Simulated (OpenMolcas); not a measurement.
CH4BFO (SMILES OCBF): the HOMO–LUMO gap, rung by rung

CH4BFO: 8 atoms, total charge 0, spin state singlet. SMILES: `OCBF`. The coordinates come from a PBE0-D4/def2-TZVP relaxation. This is one conformer, not always the lowest.

Quantity: the HOMO–LUMO gap, in eV. The values are calculated.

```tsv
level	kind	program	value (eV)	CPU time
HF/def2-SVPD	Hartree–Fock	OpenMolcas	14.59	18 s
PBE/def2-SVPD	GGA	OpenMolcas	5.00	72 s
revPBE/def2-SVPD	GGA	OpenMolcas	5.07	74 s
B3LYP/def2-SVPD	global hybrid	OpenMolcas	7.21	67 s
BHLYP/def2-SVPD	global hybrid	OpenMolcas	10.44	74 s
M06-2X/def2-SVPD	hybrid meta-GGA	OpenMolcas	10.37	91 s
PBE0/def2-SVPD	global hybrid	OpenMolcas	7.73	66 s
B2PLYP/def2-SVPD	double hybrid	OpenMolcas	10.75	56 s
```

The values span 5.00 to 14.59 eV. Orbital gaps aren't excitation energies, and those of double hybrids come from the SCF part alone; they tend to grow with the share of exact exchange. Times are those of the runs behind each value, whatever else they computed, on shared processors of several kinds: orders of magnitude only.

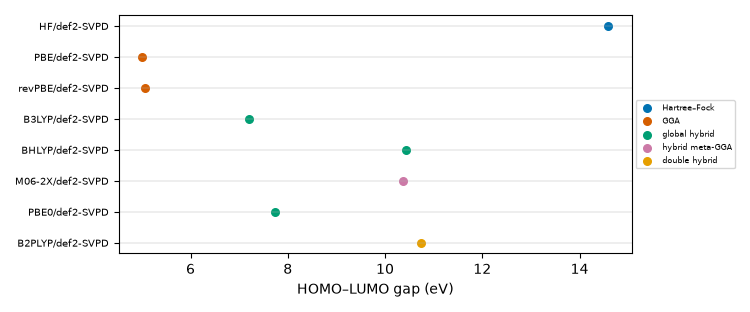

The values of the table, level by level.
